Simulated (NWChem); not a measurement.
# SiH4S3 (SMILES S[SiH](S)S): levels of theory compared

We compute a comparison of 4 runs (HF/STO-3G, HF/3-21G, B3LYP/6-31G*) of SiH4S3. 

The results are computed with NWChem 7.3.0.

### Step 1. Starting point

SiH4S3: 8 atoms, total charge 0, spin state singlet. As SMILES, `S[SiH](S)S`. The shape is that of a PBE0-D4/def2-TZVP optimisation. This is one conformer, not always the lowest.

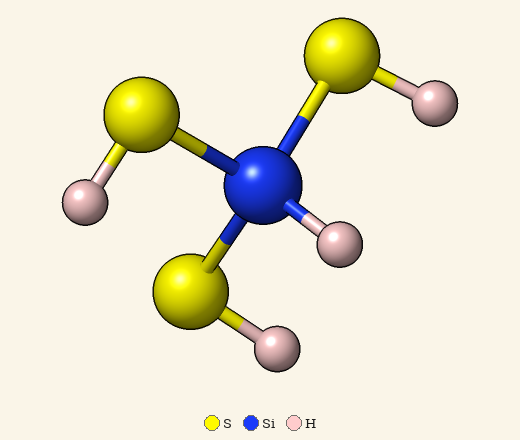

The structure, seen from a chosen angle (sulfur yellow, silicon blue, hydrogen pink).

### Step 2. Energy and forces at HF/STO-3G (run 1)

Input file sp.nw:

```
start sp
memory total 2200 mb

geometry units angstrom noautosym nocenter noautoz
  S       -0.544300       1.776500      -1.229100
  Si       0.100100       0.183500       0.018000
  S        2.044800      -0.262400      -0.732700
  S       -1.377800      -1.347700      -0.143500
  H       -1.843300       1.616800      -0.921300
  H        0.241700       0.523900       1.454100
  H        2.509800      -0.628200       0.473600
  H       -1.038900      -1.919600       1.025200
end

basis "ao basis" spherical bse
  * library STO-3G
end

scf
  thresh 1e-08
  maxiter 80
  print low
end

task scf gradient
```

Command:

```sh
$ nwchem sp.nw > sp.out
```

The program printed:

```text
[...]
  functions       =    40
[...]
  wavefunction    = RHF
[...]
         Total SCF energy =  -1467.513478878847
      One-electron energy =  -2719.771975151587
      Two-electron energy =    912.877450819911
 Nuclear repulsion energy =    339.381045452829
        Time for solution =      1.8s
[...]
                         RHF ENERGY GRADIENTS
    atom               coordinates                        gradient
                 x          y          z           x          y          z
   1 S      -1.028578   3.357098  -2.322662    0.013704   0.002730  -0.010355
   2 Si      0.189162   0.346765   0.034015   -0.003957  -0.005526  -0.009815
   3 S       3.864112  -0.495864  -1.384602    0.003718   0.005877  -0.018876
   4 S      -2.603664  -2.546784  -0.271176   -0.012394   0.001528  -0.014292
   5 H      -3.483332   3.055309  -1.741005   -0.010137  -0.004275   0.004265
   6 H       0.456747   0.990027   2.747851    0.004159   0.003536   0.027131
   7 H       4.742834  -1.187126   0.894974   -0.000000  -0.001384   0.011528
   8 H      -1.963236  -3.627518   1.937347    0.004907  -0.002486   0.010414
 Task  times  cpu:        2.2s     wall:        2.2s
 Total times  cpu:        2.2s     wall:        2.2s
```

Run time: 2.7 s. Hardware: 1 thread of AMD EPYC 9R45 (Zen 5), shared host; peak memory 0.1 GiB.

### Step 3. Energy and forces at HF/3-21G (run 2)

Input file h4s3si.xyz:

```xyz
8
H4S3Si
S     -0.544300     1.776500    -1.229100
Si     0.100100     0.183500     0.018000
S      2.044800    -0.262400    -0.732700
S     -1.377800    -1.347700    -0.143500
H     -1.843300     1.616800    -0.921300
H      0.241700     0.523900     1.454100
H      2.509800    -0.628200     0.473600
H     -1.038900    -1.919600     1.025200
```

Input file h4s3si.nw:

```
start h4s3si
title "H4S3Si"
memory stack 880 mb heap 220 mb global 1100 mb

geometry units angstroms noautosym nocenter noautoz
  load format xyz h4s3si.xyz
end

basis spherical bse
  * library 3-21G
end

scf
  thresh 1e-08
  maxiter 80
  noprint "final vectors analysis"
end

task scf gradient
```

Command:

```sh
$ nwchem h4s3si.nw > h4s3si.out
```

The program printed:

```text
[...]
  functions       =    60
[...]
  wavefunction    = RHF
[...]
         Total SCF energy =  -1476.438951595318
      One-electron energy =  -2719.663552231324
      Two-electron energy =    903.843555183177
 Nuclear repulsion energy =    339.381045452829
        Time for solution =      1.9s
[...]
                         RHF ENERGY GRADIENTS
    atom               coordinates                        gradient
                 x          y          z           x          y          z
   1 S      -1.028578   3.357098  -2.322662    0.011934  -0.021820   0.013639
   2 Si      0.189162   0.346765   0.034015   -0.006519  -0.011838  -0.020792
   3 S       3.864112  -0.495864  -1.384602   -0.024054   0.007833   0.005222
   4 S      -2.603664  -2.546784  -0.271176    0.016250   0.020372  -0.001184
   5 H      -3.483332   3.055309  -1.741005    0.006725  -0.007098   0.004564
   6 H       0.456747   0.990027   2.747851    0.000824   0.000363   0.002356
   7 H       4.742834  -1.187126   0.894974   -0.010338   0.003699  -0.000844
   8 H      -1.963236  -3.627518   1.937347    0.005177   0.008489  -0.002961
[...]
```

Run time: 2.9 s. Hardware: 1 thread of AMD EPYC 9R45 (Zen 5), shared host; peak memory 0.1 GiB.

Run 3 isn't shown in full; the table further down has it.

### Step 4. Energy and forces at B3LYP/6-31G(d) (Cartesian functions) (run 4)

h4s3si.xyz is that of step 3.

Input file h4s3si.nw:

```
start h4s3si
title "H4S3Si"
memory 2200 mb
charge 0
geometry units angstroms noautosym nocenter noautoz
   load h4s3si.xyz
end
basis cartesian
   S library 6-31G*
   Si library 6-31G*
   H library 6-31G*
end
dft
   xc b3lyp
   mult 1
   grid xfine
   convergence energy 1e-08
   maxiter 100
   mulliken
   noprint "final vectors analysis"
end
task dft gradient
```

Command:

```sh
$ nwchem h4s3si.nw > h4s3si.out
```

The program printed:

```text
[...]
          Wavefunction type:  closed shell.
          No. of atoms     :     8
          No. of electrons :    66
[...]
          Charge           :     0
          Spin multiplicity:     1
[...]
          AO basis - number of functions:    84
[...]
              XC Information
              --------------
                         B3LYP Method XC Potential
                     Hartree-Fock (Exact) Exchange  0.200
                        Slater Exchange Functional  0.800 local
                    Becke 1988 Exchange Functional  0.720 non-local
              Lee-Yang-Parr Correlation Functional  0.810
                  VWN I RPA Correlation Functional  0.190 local
[...]
 d= 0,ls=0.0,diis     1  -1486.4668031836 -1.83D+03  1.80D-02  7.76D-01     2.7
[...]
 d= 0,ls=0.0,diis     8  -1486.5461616395 -1.14D-09  3.76D-06  5.27D-08    17.3
         Total DFT energy =    -1486.546161639477
      One electron energy =    -2730.096568452578
           Coulomb energy =     1003.745305162636
    Exchange-Corr. energy =      -99.575943802364
 Nuclear repulsion energy =      339.381045452829
[...]
      Total Density - Mulliken Population Analysis
     ---------------------------------------------
    Atom       Charge   Shell Charges
 -----------   ------   -------------------------------------------------------
    1 S   16    16.24   2.00  1.99  5.97  1.40  3.10  0.53  1.23  0.02
    2 Si  14    13.65   2.00  1.99  5.96  1.07  1.86  0.17  0.38  0.22
    3 S   16    16.22   2.00  1.99  5.97  1.40  3.10  0.53  1.21  0.02
    4 S   16    16.23   2.00  1.99  5.97  1.40  3.10  0.52  1.23  0.02
    5 H    1     0.88   0.50  0.38
    6 H    1     1.03   0.51  0.52
    7 H    1     0.89   0.50  0.38
    8 H    1     0.88   0.50  0.38
[...]
  wavefunction    = closed shell
                         DFT ENERGY GRADIENTS
    atom               coordinates                        gradient
                 x          y          z           x          y          z
   1 S      -1.028578   3.357098  -2.322662    0.000425  -0.006208   0.003964
   2 Si      0.189162   0.346765   0.034015   -0.001339  -0.002658  -0.002507
   3 S       3.864112  -0.495864  -1.384602   -0.005865   0.000973   0.003690
   4 S      -2.603664  -2.546784  -0.271176    0.005609   0.004366   0.001661
   5 H      -3.483332   3.055309  -1.741005    0.004114  -0.001381   0.000453
   6 H       0.456747   0.990027   2.747851   -0.000128   0.000292  -0.000990
   7 H       4.742834  -1.187126   0.894974   -0.003287   0.001502  -0.002929
   8 H      -1.963236  -3.627518   1.937347    0.000470   0.003113  -0.003341
[...]
```

It took 23 s on 1 thread of AMD EPYC 9R45 (Zen 5), shared host; peak memory 0.15 GiB.

### Step 5. Overview of the runs

```csv
run,level,iteration cap,module,energy (Eh),largest force (eV/Å),wall time
1,HF/STO-3G,80,scf,-1467.513479,1.423,2.7 s
2,HF/3-21G,80,scf,-1476.438952,1.459,2.9 s
3,B3LYP/6-31G* (spherical functions),100,dft,-1486.535866,0.374,22 s
4,B3LYP/6-31G* (Cartesian functions),100,dft,-1486.546162,0.379,23 s
```

### Step 6. Outcome

```
                       quantity           value
            run 4: total energy  -1486.54616 Eh
           run 4: dipole moment          2.67 D
run 4: largest force on an atom      0.379 eV/Å
```

What this shows: In run 1 the basis is minimal, so the values are rough. All runs together took 50 s, the longest 23 s.
